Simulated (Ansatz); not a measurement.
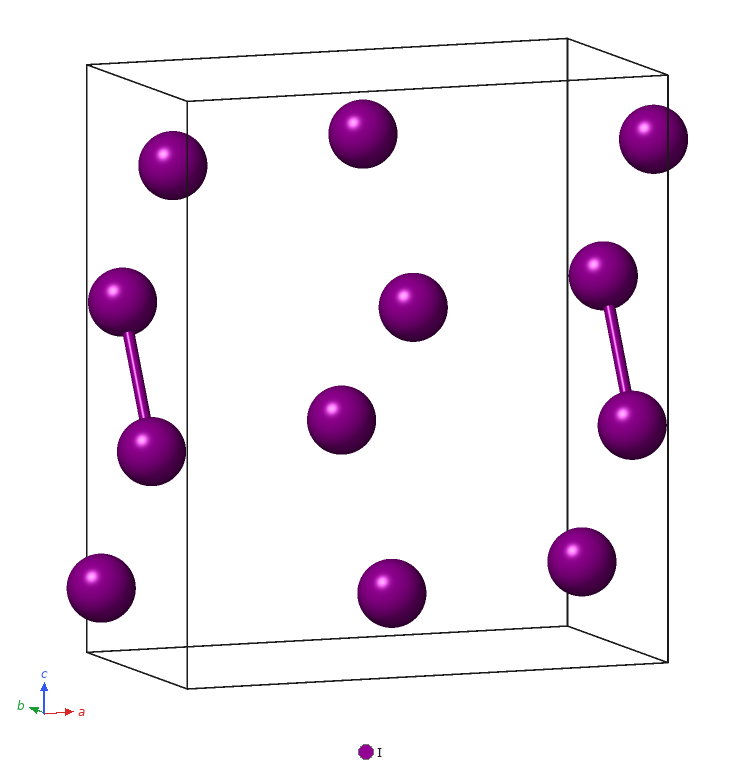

The figure gives a ball-and-stick picture of the atoms, viewed slightly off an axis. The wireframe shows the conventional unit cell.

Cell dimensions are a = 8.67 Å, b = 4.68 Å, c = 9.98 Å, α = 90.00°, β = 90.00°, γ = 90.00°.

Pairs joined by sticks: I–I up to 3.22 Å (cut-off distances).

Count the atoms in the cell.

8 (iodine), counting shared atoms by their share.

What lattice type does the structure have?

Base-centred orthorhombic.

What space-group symmetry does the structure have?

Cmce (No. 64), with I on 8f.

Describe the coordination of I.

Each I has one I at about 2.7 Å.

In how many dimensions do the bonds extend?

The bonds build separate I2 groups.

It goes back to a structure type known for this element. It was relaxed at fixed volume with DFT HSE06, scalar-relativistic, plane waves, PAW in Ansatz.
